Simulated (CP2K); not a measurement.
# CHF3O3S (triflic acid) at GFN2-xTB

Aim: the energy change on altering one bond length of CHF3O3S (triflic acid) at GFN2-xTB, from 2 runs. 

Program for the calculation: CP2K 2026.2.

4 further runs of the same task are left out: 4 set aside as unsound or not needed.

## 1. The structure to begin with

The species is CHF3O3S (9 atoms), meant as a singlet with charge 0. As SMILES, `O=S(=O)(O)C(F)(F)F`. Geometry: relaxed at PBE0-D4/def2-TZVP. This is one conformer, not always the lowest.

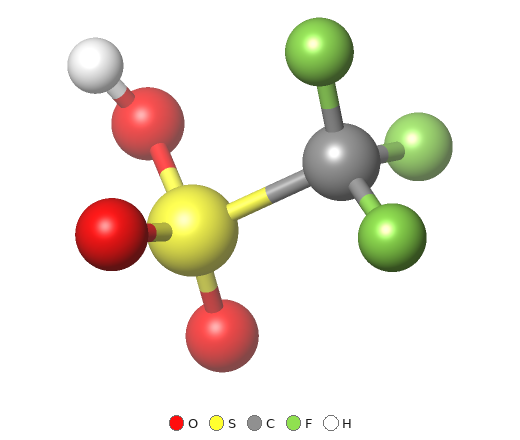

Viewed from a chosen angle; oxygen red, sulfur yellow, carbon grey, fluorine green, hydrogen white.

## 2. The energy at GFN2-xTB

File qs.inp:

```
&GLOBAL
 PROJECT qs
 RUN_TYPE ENERGY
 PRINT_LEVEL MEDIUM
&END GLOBAL

&FORCE_EVAL
 METHOD Quickstep
 &DFT
  &QS
   METHOD XTB
   EPS_DEFAULT 1.0E-10
   &XTB
    GFN_TYPE TBLITE
    &TBLITE
     METHOD GFN2
    &END TBLITE
    CHECK_ATOMIC_CHARGES F
   &END XTB
  &END QS
  # isolated system
  &POISSON
   PERIODIC NONE
   POISSON_SOLVER ANALYTIC
  &END POISSON
  # self-consistent field
  &SCF
   SCF_GUESS ATOMIC
   EPS_SCF 1.0E-06
   MAX_SCF 150
   ADDED_MOS 8
   &DIAGONALIZATION
    ALGORITHM STANDARD
   &END DIAGONALIZATION
   &MIXING
    METHOD DIRECT_P_MIXING
    ALPHA 0.4
   &END MIXING
   &SMEAR ON
    METHOD FERMI_DIRAC
    ELECTRONIC_TEMPERATURE [K] 300
   &END SMEAR
  &END SCF
  # extra output
  &PRINT
   &MOMENTS
    PERIODIC F
    REFERENCE COM
    MAX_MOMENT 1
   &END MOMENTS
   &MO ON
    ENERGIES T
    OCCUPATION_NUMBERS T
    NDIGITS 6
    &EACH
     QS_SCF 0
    &END EACH
    ADD_LAST NUMERIC
   &END MO
   &HIRSHFELD OFF
   &END HIRSHFELD
  &END PRINT
 &END DFT
 # atoms, cell and kinds
 &SUBSYS
  &CELL
   ABC 10.6 11.6 11.5
   PERIODIC NONE
  &END CELL
  &COORD
   O      1.462890    -0.581870     0.985740
   S      0.298500    -0.778940     0.194370
   O      0.144480    -1.837650    -0.729970
   O     -0.972740    -0.777950     1.128120
   C      0.003130     0.796730    -0.725230
   F     -0.076560     1.801740     0.138180
   F      1.014380     1.004120    -1.547510
   F     -1.120920     0.723830    -1.412290
   H     -0.753170    -0.350000     1.968590
  &END COORD
  &TOPOLOGY
   &CENTER_COORDINATES
   &END CENTER_COORDINATES
  &END TOPOLOGY
 &END SUBSYS
&END FORCE_EVAL
```

On the command line:

```console
OMP_NUM_THREADS=1 cp2k.psmp qs.inp > qs.out
```

Output:

```text
CP2K| version string:                                       CP2K version 2026.2
[...]
 GLOBAL| Method name                                                        CP2K
[...]
 GLOBAL| Run type                                                         ENERGY
[...]
                             - Atoms:                                          9
[...]
                             - Spherical basis functions:                     38
[...]
 Number of electrons:                                                         50
[...]
  *** SCF run converged in    14 steps ***
[...]
  Fermi energy:                                                -0.23363677080883
[...]
 TB_DIPOLE| Moment [Debye]         -1.24700955       1.03320024       2.11959457
 TB_DIPOLE| Derivative [a.u.]       0.00000000       0.00000000       0.00000000
[...]
 ENERGY| Total FORCE_EVAL ( QS ) energy [hartree]            -32.275142795202555
[...]
```

It took 1.3 s on 1 thread of Intel Xeon at 2.70GHz, shared host; peak memory 0.33 GiB.

## 3. The distorted shape, same level

File molecule.inp:

```
&GLOBAL
  PROJECT_NAME molecule
  RUN_TYPE ENERGY
  PRINT_LEVEL MEDIUM
&END
&FORCE_EVAL
  METHOD Quickstep
  &DFT
    CHARGE 0
    MULTIPLICITY 1
    ! Quickstep
    &QS
      METHOD XTB
      EPS_DEFAULT 1.0E-10
      &XTB
        GFN_TYPE TBLITE
        &TBLITE
          METHOD GFN2
        &END
        CHECK_ATOMIC_CHARGES F
      &END
    &END
    &POISSON
      PERIODIC NONE
      POISSON_SOLVER ANALYTIC
    &END
    &SCF
      SCF_GUESS ATOMIC
      EPS_SCF 1.0E-06
      MAX_SCF 150
      ADDED_MOS 8
      &DIAGONALIZATION
        ALGORITHM STANDARD
      &END
      &MIXING
        METHOD DIRECT_P_MIXING
        ALPHA 0.4
      &END
      &SMEAR ON
        METHOD FERMI_DIRAC
        ELECTRONIC_TEMPERATURE [K] 300
      &END
    &END
    ! extra output
    &PRINT
      &MOMENTS
        PERIODIC F
        REFERENCE COM
        MAX_MOMENT 1
      &END
      &MO ON
        ENERGIES T
        OCCUPATION_NUMBERS T
        NDIGITS 6
        &EACH
          QS_SCF 0
        &END
        ADD_LAST NUMERIC
      &END
      &HIRSHFELD OFF
      &END
    &END
  &END
  &SUBSYS
    &CELL
      ABC [angstrom] 10.7 12.1 11.8
      PERIODIC NONE
    &END
    &COORD
      O      1.551503    -1.054580     1.261625
      S      0.387113    -1.251650     0.470255
      O      0.233093    -2.310360    -0.454085
      O     -0.884127    -1.250660     1.404005
      C      0.003130     0.796730    -0.725230
      F     -0.076560     1.801740     0.138180
      F      1.014380     1.004120    -1.547510
      F     -1.120920     0.723830    -1.412290
      H     -0.664557    -0.822710     2.244475
    &END
    &TOPOLOGY
      &CENTER_COORDINATES
      &END
    &END
  &END
&END
```

On the command line:

```console
OMP_NUM_THREADS=1 cp2k.psmp molecule.inp > molecule.out
```

Output:

```text
CP2K| version string:                                       CP2K version 2026.2
[...]
 GLOBAL| Method name                                                        CP2K
[...]
 GLOBAL| Run type                                                         ENERGY
[...]
                             - Atoms:                                          9
[...]
                             - Spherical basis functions:                     38
[...]
 Number of electrons:                                                         50
[...]
  *** SCF run converged in    17 steps ***
[...]
  Fermi energy:                                                -0.37636465659750
[...]
 TB_DIPOLE| Moment [Debye]         -1.10983987       0.47829018       2.39900913
 TB_DIPOLE| Derivative [a.u.]       0.00000000       0.00000000       0.00000000
[...]
 ENERGY| Total FORCE_EVAL ( QS ) energy [hartree]            -32.231593104804915
[...]
```

Run time: 1.2 s. Hardware: 1 thread of Intel Xeon at 2.70GHz, shared host; peak memory 0.33 GiB.

## 4. What came out

At GFN2-xTB:

| quantity | value |
| --- | --- |
| first shape: total energy | -32.27514 Eh |
| first shape: dipole moment (from atomic charges alone) | 2.67 D |
| first shape: HOMO energy | -13.22 eV |
| first shape: LUMO energy | -5.48 eV |
| first shape: HOMO–LUMO gap | 7.74 eV |
| first shape: dispersion energy | -18.24 kJ/mol |
| distorted shape: total energy | -32.23159 Eh |
| distorted shape: dipole moment (from atomic charges alone) | 2.69 D |
| distorted shape: HOMO energy | -12.39 eV |
| distorted shape: LUMO energy | -9.36 eV |
| distorted shape: HOMO–LUMO gap | 3.02 eV |
| distorted shape: dispersion energy | -16.86 kJ/mol |
| energy change with the S2–C5 bond stretched from 1.848 to 2.403 Å | 1.185 eV |

With the S2–C5 bond stretched from 1.848 to 2.403 Å the energy rises by 1.19 eV (27 kcal/mol). The first shape isn't relaxed at this level, so the change isn't measured from a minimum. The dipole (first shape) comes from point charges on the atoms alone, without atomic dipoles, so it is partial. The dipole (distorted shape) comes from point charges on the atoms alone, without atomic dipoles, so it is partial.
